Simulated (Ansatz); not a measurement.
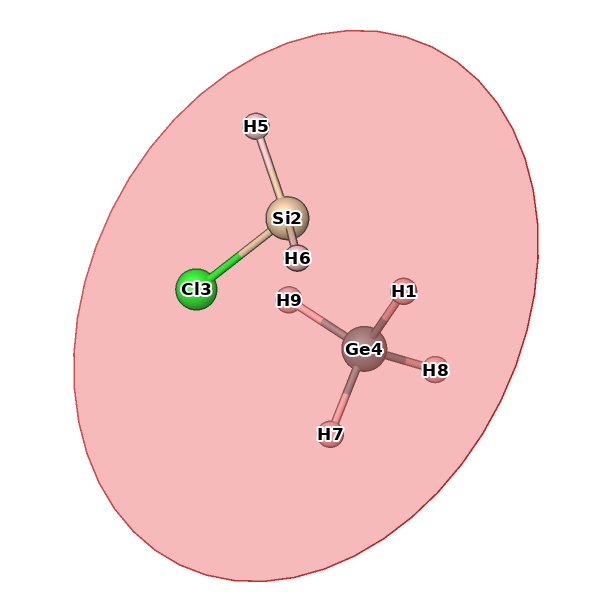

A disc through the centre of mass is drawn in. Distant atoms are faded towards the background colour. The species is neutral and a spin doublet. The computed geometry is a stationary point of PBE0-D4/def2-TZVP, a saddle point of order 1.

**Is the plane of the disc a mirror plane of the structure?**

No. The point group is Cs, with 1 mirror plane, and this plane isn't one of its mirror planes.
